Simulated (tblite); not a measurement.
C7H5ClN: geometry relaxation

- system: C7H5ClN, multiplicity 2
- method: GFN2-xTB geometry optimisation, gas phase (tblite 0.8.0)

It belongs to a series of runs on one base structure; here: H removed from sp2 C.

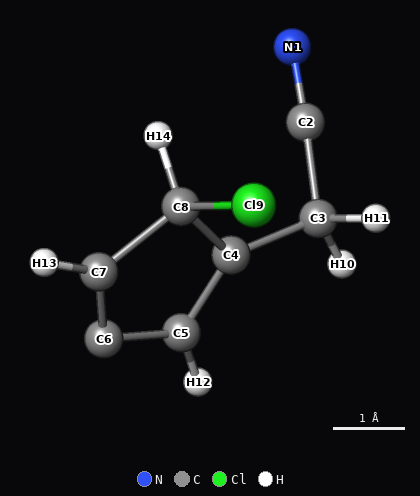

Fig. 1: The starting structure (ball-and-stick view, seen at a tilt; atoms are numbered from 1 in the order of the input).

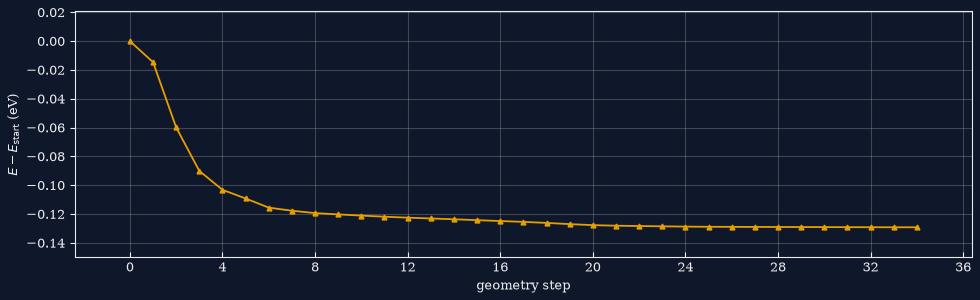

Fig. 2: Progress of the relaxation, step by step (steps are counted from 0).

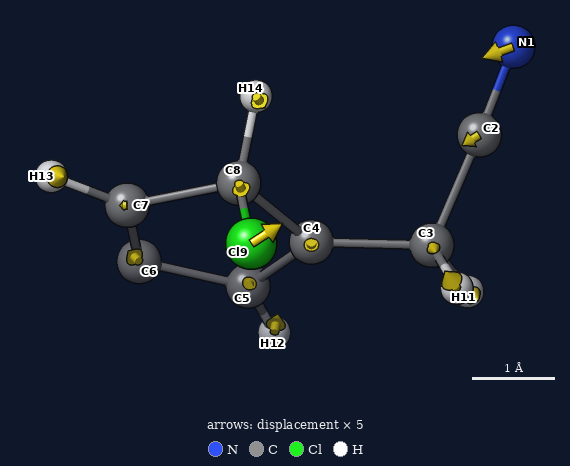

Fig. 3: The starting structure with the displacements as yellow arrows, magnified 5 times (ball-and-stick view, seen at a tilt). The two geometries are laid on each other by the best rigid fit. After 34 geometry steps the energy has fallen by 0.129 eV. The largest force component goes from 1.4 to 0.008 eV/Å. The largest move after the best rigid fit is that of Cl9, 0.095 Å. By element the largest moves are Cl 0.095 Å, H 0.093 Å, N 0.086 Å, C 0.059 Å. Among the contacts that change: C5–C6 1.408 → 1.443 Å, C2–C3 1.472 → 1.444 Å, C4–C8 1.532 → 1.509 Å, C4–C5 1.362 → 1.343 Å. Among the angles that change: C6–C7–H13 126.2° → 130.8°, Cl9–C8–H14 110.4° → 106.9°, H10–C3–H11 106.0° → 109.2°. (Atoms are counted from 1 in the order of the input.)

The input and output of the run follow.

**The input**
```
{"job": {"kind": "relax", "xc": "GFN2-xTB", "basis": "xTB"}, "charge": 0, "multiplicity": 2}
N     -2.727400     1.204500     1.442800
C     -2.230000     0.531700     0.644300
C     -1.549800    -0.325500    -0.340300
C     -0.087800    -0.367300    -0.113400
C      0.670100    -1.465000     0.160400
C      1.995400    -1.013600     0.309400
C      2.151200     0.270900     0.168100
C      0.802300     0.879200    -0.107500
Cl     0.795100     1.649300    -1.698500
H     -1.989100    -1.332500    -0.296700
H     -1.761900     0.055800    -1.353200
H      0.344800    -2.495000     0.229600
H      3.072100     0.814500     0.273200
H      0.514400     1.592300     0.659500
```

The first line tells a small driver script what to run in tblite; the rest is the geometry in Å.

Launch command:
```bash
OMP_NUM_THREADS=1 python <driver script> task.json out
```

**Output**
```
step      E/eV     max force
  0    -675.41683    1.864
  1    -675.43139    4.442
  2    -675.47669    1.811
  3    -675.50690    0.908
  4    -675.51999    0.238
  5    -675.52601    0.204
  6    -675.53237    0.187
  7    -675.53451    0.135
  8    -675.53616    0.124
  9    -675.53706    0.092
 10    -675.53789    0.081
 11    -675.53866    0.064
 12    -675.53933    0.070
 13    -675.53988    0.065
 14    -675.54045    0.058
 15    -675.54106    0.057
 16    -675.54166    0.072
 17    -675.54226    0.074
 18    -675.54297    0.075
 19    -675.54381    0.095
 20    -675.54452    0.070
 21    -675.54491    0.048
 22    -675.54513    0.046
 23    -675.54533    0.037
 24    -675.54554    0.041
 25    -675.54566    0.023
 26    -675.54571    0.017
 27    -675.54575    0.017
 28    -675.54579    0.018
 29    -675.54583    0.018
 30    -675.54588    0.018
 31    -675.54592    0.017
 32    -675.54596    0.015
 33    -675.54599    0.015
 34    -675.54601    0.009
```

**Trajectory as extended XYZ (Å, eV, eV/Å), 8 of the 35 frames kept, from step=0 to step=34**
```
14
Properties=species:S:1:pos:R:3:forces:R:3 step=0 energy=-675.41683
N    -2.7274    1.2045    1.4428    0.7900  -1.0720  -1.3040
C    -2.2300    0.5317    0.6443   -0.2710   0.5230   0.6480
C    -1.5498   -0.3255   -0.3403   -0.8980   0.3680   0.0650
C    -0.0878   -0.3673   -0.1134    0.5510  -0.4640   0.4220
C     0.6701   -1.4650    0.1604   -1.4090   0.1900  -0.3730
C     1.9954   -1.0136    0.3094    0.8590  -1.0140   0.3430
C     2.1512    0.2709    0.1681    0.9960   1.0630   0.1830
C     0.8023    0.8792   -0.1075   -0.3680  -0.8510  -0.0830
Cl    0.7951    1.6493   -1.6985   -0.1110   0.2380  -0.1280
H    -1.9891   -1.3325   -0.2967    0.1230   0.1470   0.1650
H    -1.7619    0.0558   -1.3532    0.0020   0.1630   0.2170
H     0.3448   -2.4950    0.2296    0.0080   0.3160  -0.0180
H     3.0721    0.8145    0.2732   -0.1770   0.2030  -0.1380
H     0.5144    1.5923    0.6595   -0.0960   0.1910   0.0010
14
Properties=species:S:1:pos:R:3:forces:R:3 step=5 energy=-675.52601
N    -2.7148    1.1887    1.4222   -0.0250   0.0640   0.0570
C    -2.2205    0.5248    0.6358    0.0860  -0.1000  -0.1400
C    -1.5690   -0.3173   -0.3410    0.0850  -0.0380  -0.0570
C    -0.0927   -0.3741   -0.0997   -0.0230   0.0390   0.0110
C     0.6510   -1.4622    0.1517    0.0780  -0.1150   0.0320
C     2.0146   -1.0322    0.3197    0.0260   0.0690   0.0400
C     2.1754    0.2708    0.1805   -0.0150  -0.1820   0.0690
C     0.7973    0.8510   -0.1045    0.0930  -0.0610   0.0030
Cl    0.7861    1.6588   -1.6988   -0.0860   0.0040   0.0980
H    -1.9866   -1.3256   -0.2857   -0.0430  -0.0090   0.0690
H    -1.7647    0.0708   -1.3453   -0.0400   0.1520  -0.0020
H     0.3371   -2.4864    0.2286   -0.1000   0.0340  -0.0130
H     3.0753    0.8399    0.2655   -0.0220   0.1910  -0.0690
H     0.5108    1.5925    0.6489   -0.0130  -0.0470  -0.0970
14
Properties=species:S:1:pos:R:3:forces:R:3 step=10 energy=-675.53789
N    -2.7081    1.1866    1.4148    0.0210  -0.0040  -0.0230
C    -2.2118    0.5218    0.6292    0.0520   0.0070   0.0210
C    -1.5604   -0.3196   -0.3486   -0.0160   0.0140   0.0080
C    -0.0850   -0.3813   -0.1020   -0.0220  -0.0590   0.0010
C     0.6575   -1.4706    0.1581   -0.0200   0.0250  -0.0010
C     2.0219   -1.0375    0.3327   -0.0130  -0.0240   0.0390
C     2.1804    0.2642    0.1879    0.0150   0.0150  -0.0160
C     0.8057    0.8395   -0.1043   -0.0770  -0.0260   0.0000
Cl    0.7699    1.6604   -1.6852   -0.0190   0.0280  -0.0500
H    -1.9917   -1.3236   -0.2795    0.0230   0.0450  -0.0530
H    -1.7682    0.0950   -1.3428    0.0350  -0.0100   0.0250
H     0.3177   -2.4869    0.2273    0.0190   0.0030   0.0180
H     3.0617    0.8677    0.2518    0.0010   0.0170  -0.0150
H     0.5096    1.5840    0.6385    0.0000  -0.0310   0.0450
14
Properties=species:S:1:pos:R:3:forces:R:3 step=15 energy=-675.54106
N    -2.6991    1.1908    1.4114    0.0460   0.0070   0.0150
C    -2.1944    0.5237    0.6334   -0.0510   0.0010  -0.0120
C    -1.5557   -0.3180   -0.3508   -0.0240   0.0000  -0.0140
C    -0.0849   -0.3914   -0.1052    0.0190   0.0170  -0.0060
C     0.6588   -1.4757    0.1651    0.0030   0.0100   0.0230
C     2.0201   -1.0358    0.3491    0.0130   0.0060  -0.0160
C     2.1769    0.2641    0.1835   -0.0070   0.0290  -0.0090
C     0.7973    0.8322   -0.1087    0.0490   0.0180  -0.0080
Cl    0.7543    1.6657   -1.6872   -0.0260  -0.0080   0.0460
H    -1.9933   -1.3171   -0.2969   -0.0340  -0.0270  -0.0120
H    -1.7573    0.1061   -1.3403    0.0130   0.0310  -0.0250
H     0.3178   -2.4907    0.2356    0.0300  -0.0330   0.0350
H     3.0516    0.8795    0.2405   -0.0090  -0.0370  -0.0030
H     0.5072    1.5660    0.6484   -0.0210  -0.0150  -0.0150
14
Properties=species:S:1:pos:R:3:forces:R:3 step=19 energy=-675.54381
N    -2.6753    1.1987    1.4151    0.0290  -0.0150   0.0030
C    -2.1907    0.5234    0.6312   -0.0090  -0.0110  -0.0290
C    -1.5576   -0.3177   -0.3589    0.0140  -0.0010  -0.0140
C    -0.0859   -0.3978   -0.1055   -0.0220  -0.0560  -0.0170
C     0.6592   -1.4784    0.1773    0.0160  -0.0180   0.0220
C     2.0187   -1.0313    0.3589    0.0190  -0.0150  -0.0230
C     2.1736    0.2668    0.1774    0.0170  -0.0280   0.0020
C     0.7957    0.8273   -0.1141   -0.0830  -0.0260   0.0380
Cl    0.7307    1.6725   -1.6794   -0.0080   0.0320  -0.0180
H    -2.0044   -1.3157   -0.3202    0.0030   0.0520  -0.0170
H    -1.7416    0.1252   -1.3452   -0.0160  -0.0140   0.0140
H     0.3330   -2.4988    0.2574   -0.0060   0.0300   0.0280
H     3.0466    0.8817    0.2291    0.0480   0.0080   0.0000
H     0.4974    1.5437    0.6546   -0.0040   0.0630   0.0120
14
Properties=species:S:1:pos:R:3:forces:R:3 step=24 energy=-675.54554
N    -2.6559    1.1991    1.4174    0.0070  -0.0150  -0.0020
C    -2.1858    0.5222    0.6260    0.0120   0.0050   0.0110
C    -1.5567   -0.3180   -0.3666   -0.0120   0.0000  -0.0020
C    -0.0877   -0.4071   -0.1051    0.0140   0.0240  -0.0030
C     0.6622   -1.4823    0.1866   -0.0110   0.0130  -0.0010
C     2.0213   -1.0308    0.3598    0.0010  -0.0050  -0.0060
C     2.1725    0.2670    0.1742   -0.0050   0.0220  -0.0010
C     0.7873    0.8227   -0.1115    0.0350   0.0210  -0.0020
Cl    0.7146    1.6809   -1.6732   -0.0010  -0.0110   0.0230
H    -2.0136   -1.3094   -0.3386   -0.0100  -0.0180  -0.0060
H    -1.7358    0.1342   -1.3488    0.0070  -0.0070  -0.0140
H     0.3386   -2.5015    0.2780   -0.0150  -0.0130   0.0150
H     3.0480    0.8819    0.2210   -0.0230  -0.0130  -0.0070
H     0.4904    1.5406    0.6585    0.0010  -0.0030  -0.0040
14
Properties=species:S:1:pos:R:3:forces:R:3 step=29 energy=-675.54583
N    -2.6501    1.1965    1.4194    0.0030  -0.0020   0.0110
C    -2.1824    0.5212    0.6255   -0.0050  -0.0060  -0.0080
C    -1.5569   -0.3185   -0.3694    0.0080  -0.0010  -0.0050
C    -0.0876   -0.4061   -0.1059   -0.0070  -0.0040   0.0110
C     0.6605   -1.4815    0.1890    0.0050  -0.0050   0.0000
C     2.0206   -1.0309    0.3586   -0.0030   0.0070   0.0060
C     2.1716    0.2673    0.1736   -0.0030  -0.0100  -0.0020
C     0.7881    0.8239   -0.1107   -0.0150  -0.0070  -0.0020
Cl    0.7115    1.6825   -1.6696    0.0070   0.0120  -0.0120
H    -2.0158   -1.3098   -0.3437    0.0100   0.0020   0.0020
H    -1.7329    0.1338   -1.3521   -0.0040   0.0000  -0.0050
H     0.3366   -2.5008    0.2858   -0.0100   0.0130   0.0010
H     3.0466    0.8815    0.2175    0.0090   0.0040  -0.0030
H     0.4896    1.5403    0.6600    0.0050  -0.0020   0.0050
14
Properties=species:S:1:pos:R:3:forces:R:3 step=34 energy=-675.54601
N    -2.6446    1.1915    1.4236   -0.0020  -0.0060  -0.0020
C    -2.1826    0.5191    0.6238    0.0010   0.0020   0.0020
C    -1.5568   -0.3187   -0.3726   -0.0040   0.0010   0.0010
C    -0.0884   -0.4048   -0.1054    0.0030   0.0030  -0.0070
C     0.6588   -1.4801    0.1913   -0.0050   0.0040   0.0060
C     2.0192   -1.0305    0.3603   -0.0020  -0.0020   0.0070
C     2.1711    0.2670    0.1721    0.0030   0.0030  -0.0030
C     0.7872    0.8246   -0.1114    0.0080   0.0030  -0.0040
Cl    0.7124    1.6864   -1.6692    0.0000   0.0030   0.0050
H    -2.0132   -1.3109   -0.3459    0.0010  -0.0020  -0.0040
H    -1.7312    0.1323   -1.3562   -0.0070   0.0010   0.0050
H     0.3297   -2.4970    0.2914    0.0030  -0.0060   0.0010
H     3.0463    0.8815    0.2138    0.0010  -0.0060  -0.0010
H     0.4914    1.5391    0.6622    0.0000   0.0010  -0.0060
```

**Summary**

```json
{"quantity": "outcome", "value": "converged"}
{"quantity": "total energy", "value": "−675.5460 eV"}
{"quantity": "hardware", "value": "1 CPU thread, shared host"}
{"quantity": "peak memory", "value": "0.18 GiB"}
```
